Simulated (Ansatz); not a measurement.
**Run report: CH₈N₂Si, single-point calculation**

System: CH₈N₂Si.
Method: RKS PBE0-D4/def2-TZVPP (Ansatz 0.2.0).

The geometry comes from this level: PBE0-D4/def2-TZVP.

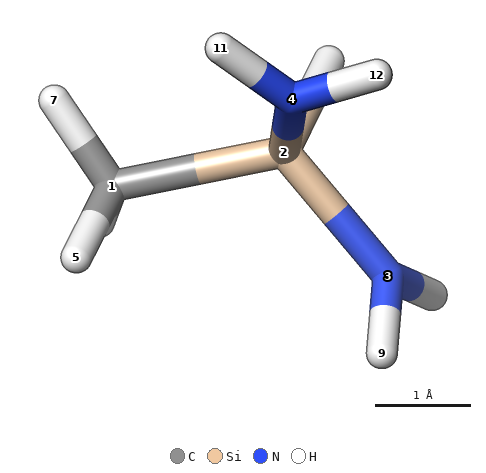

Fig. 1: The input geometry (stick view, seen at a tilt; atoms are numbered from 1 in the order of the input). Bond lengths as drawn: C–H 1.09 Å, C–Si 1.87 Å, H–N 1.01 Å, H–Si 1.50 Å and N–Si 1.71 to 1.72 Å.

### The input
```yaml
crystal:
  periodic: [false, false, false]
  atoms:
    - {symbol: C, position_ang: [-0.816424, 1.260394, -0.464592]}
    - {symbol: Si, position_ang: [-0.142330, -0.286049, 0.337493]}
    - {symbol: N, position_ang: [1.339390, -0.148586, 1.187760]}
    - {symbol: N, position_ang: [0.123782, -1.399020, -0.942071]}
    - {symbol: H, position_ang: [-0.114417, 1.661929, -1.200250]}
    - {symbol: H, position_ang: [-0.998455, 2.031891, 0.287778]}
    - {symbol: H, position_ang: [-1.765553, 1.064870, -0.972760]}
    - {symbol: H, position_ang: [-1.106736, -0.713448, 1.397793]}
    - {symbol: H, position_ang: [2.189565, 0.134081, 0.728920]}
    - {symbol: H, position_ang: [1.351637, 0.061050, 2.171232]}
    - {symbol: H, position_ang: [-0.478307, -1.407198, -1.748490]}
    - {symbol: H, position_ang: [0.494848, -2.315015, -0.748913]}
basis:
  gaussian: {orbitals: def2-TZVPP}
hamiltonian: {xc: pbe0, dispersion: d4}
output: {orbitals: {seedname: orbitals}}
```

Run on 4 threads of Arm Neoverse V2, 23 GiB of memory available, shared host.

Command:
```bash
ansatz run in.yaml --threads 4 --pin off --events-out ev --progress --plain --max-ram 10444MiB
```

### Log
```
Functional definition: PBE0
  name "PBE0"
  cite "Adamo & Barone, J. Chem. Phys. 110, 6158 (1999) doi:10.1063/1.478522"
  cite "Perdew, Burke & Ernzerhof, Phys. Rev. Lett. 77, 3865 (1996) doi:10.1103/PhysRevLett.77.3865"
  parent pbe
  parameter a = 0.25
  parameter kappa = 0.804
  parameter beta = 0.06672455060314922
  exchange = (1 - a)*pbe_x(kappa = kappa, mu = beta*pi^2/3) + a*exact_x
  correlation = pbe_c(beta = beta)
1253 factors; their error is unknown
mean field evaluation 1: about -12006.0559 eV, gradient 8.9e1 eV
mean field evaluation 2: about -11993.5954 eV, gradient 1.1e2 eV
mean field evaluation 4: about -12021.0023 eV, gradient 5.6e0 eV
mean field evaluation 8: about -12021.0731 eV, gradient 3.3e-2 eV
mean field evaluation 16: about -12021.0931 eV, gradient 2.1e-5 eV
mean field -12021.09310192 eV, -441.7670233059 hartree, gradient 2.1e-5 eV, S^2 0.000000; 0 other end points of the search recorded, 0 dependent functions left out
reference -12021.09313386 eV, -441.7670244798 hartree; 21, 21 occupied and 226, 226 virtual orbitals, 1253 factors
Total energy: -12021.27895460 eV, -441.7738532660 hartree
```

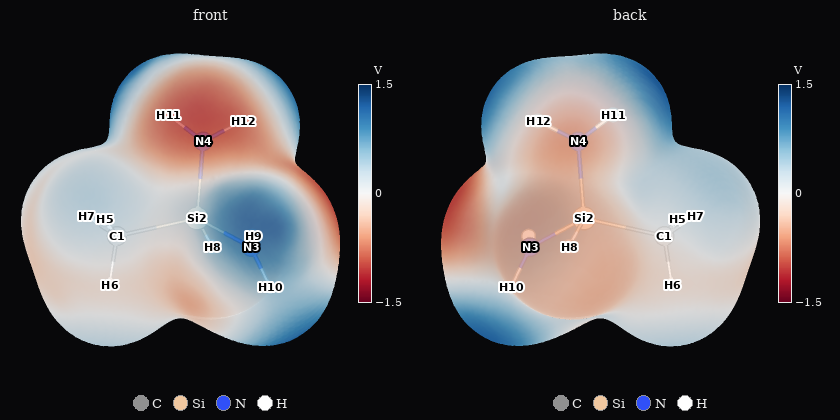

Fig. 2: The molecular electrostatic potential painted on the density surface at 0.001 e/bohr³, seen at a tilt and from behind; red is negative and blue positive. A positive charge is drawn to the negative regions and a negative charge to the positive ones.

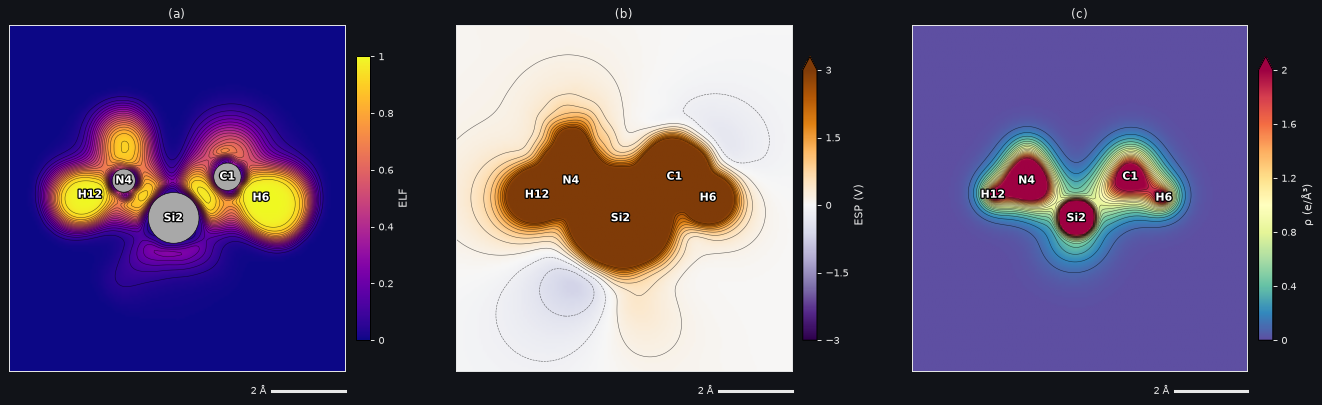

Fig. 3: (a) ELF; (b) molecular electrostatic potential; (c) electron density on the plane of atoms C1, Si2 and N4. Grey discs, where drawn, cover atomic cores. The section cuts through C, Si, N and H sites. C–Si (1.87 Å): ρ at the midpoint is about 0.99 e/Å³; the ELF peaks at about 0.95 between the atoms (localised, shared-pair bonding). C–H (1.09 Å): ρ at the midpoint is about 1.9 e/Å³; the ELF climbs to about 1 towards the hydrogen (a covalent bond by its length).

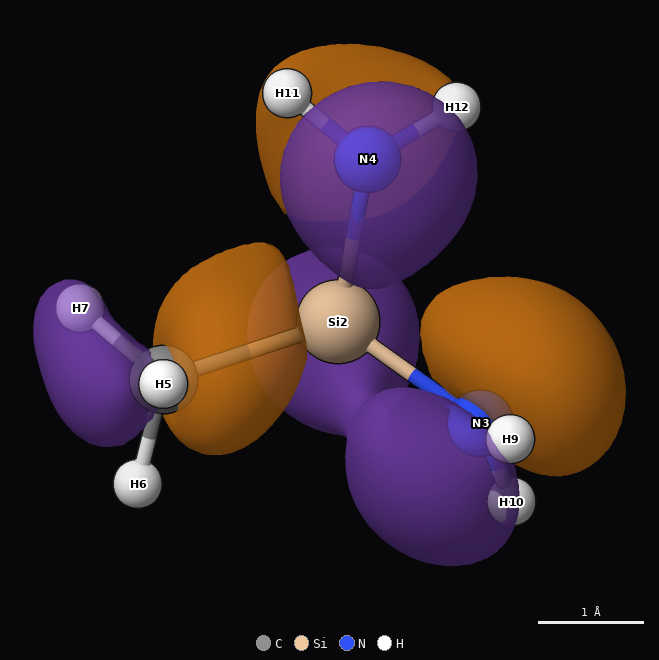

Fig. 4: The HOMO at ±0.1 Å⁻³ᐟ² (orange and purple are the two phases), seen face on. It lies mainly on N3 (30 %), N4 (25 %), Si2 (15 %) and C1 (10 %). Its energy is −7.02 eV.

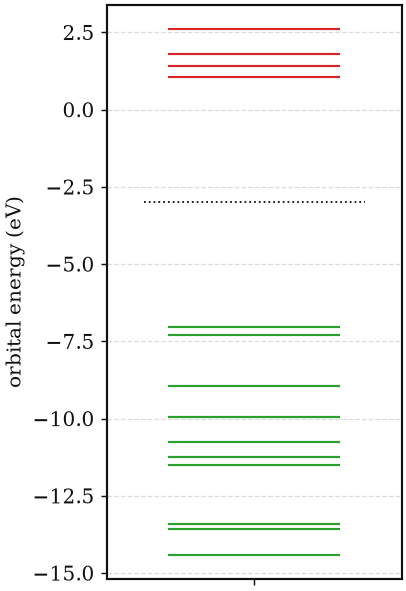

Fig. 5: Orbital energies near the frontier; the dotted line parts filled from empty levels, and levels within 0.02 eV of each other stand side by side. Highest filled −7.02 eV, lowest empty 1.06 eV, 8.08 eV apart.

### Summary

```csv
quantity,value
outcome,converged
total energy,−12021.2790 eV
mean-field energy,−12021.0931 eV
dispersion energy,−0.1858 eV
SCF solution under orbital rotations,stable
HOMO,−7.02 eV
LUMO,1.06 eV
wall time,2.4 s (CPU time 8.6 s)
peak memory,0.52 GiB
```
